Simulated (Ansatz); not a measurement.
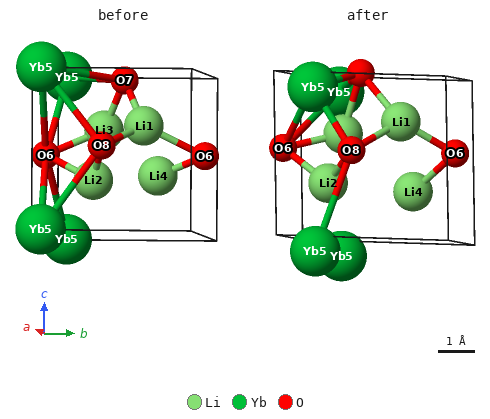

The structure of crystalline Li4YbO3 (a generated structure, set up in P1) (coarse preliminary run) before (left) and after (right) a relaxation, at one scale.

A ball-and-stick model of the cell of the calculation, reduced to other axes, seen from a free direction. Lengths and directions refer to the drawn axes.

Computed with Ansatz, DFT PBE, scalar-relativistic, plane waves, PAW. Settings: plane-wave cutoff 420 eV; k-point mesh 6 × 6 × 6; occupations gaussian; smearing width 0.2 eV; no spin polarisation; cell and atoms relaxed; force threshold 0.025 eV/Å; at most 60 steps.

Summarise the run.

Answer. The run was cut off at its time limit before the relaxation converged, so the last structure is only a point on the way. Over 5 geometry steps the energy falls by 488 meV per atom. The largest force component goes from 4.2 to 0.42 eV/Å. Pressure: 7.45 GPa at the start and 0.80 GPa at the end. The largest move relative to the cell is that of Yb5, 0.94 Å along [−1 3 −2]. Largest moves by element: Yb 0.94 Å, Li 0.46 Å, O 0.45 Å. The drawn cell changes as follows: a 4.475 → 4.418 Å (−1.3 %), b 4.500 → 4.866 Å (+8.1 %), c 4.556 → 4.628 Å (+1.6 %), α 91.0° → 93.8°, β 91.8° → 95.4°, γ 90.4° → 90.7°; the volume changes by +7.8 %. Some distances before and after: Yb5–O6 3.093 → 3.960 Å, Li3–Yb5 3.557 → 2.784 Å, Li1–Yb5 3.459 → 2.716 Å, Li2–Yb5 3.568 → 2.862 Å. Bond angles that change, for instance: O7–Yb5–O8 60.2° → 94.0°, Li4–O7–Yb5 114.5° → 146.0°, O7–Yb5–O7 96.1° → 126.0°. The space group stays P1 (No. 1). Cost: 5.1 min on 1 thread of Intel(R) Xeon(R) Platinum 8488C (Sapphire Rapids), on a shared host, peak memory 0.57 GiB.

Limits of the set-up: 4f states are treated without a Hubbard U.
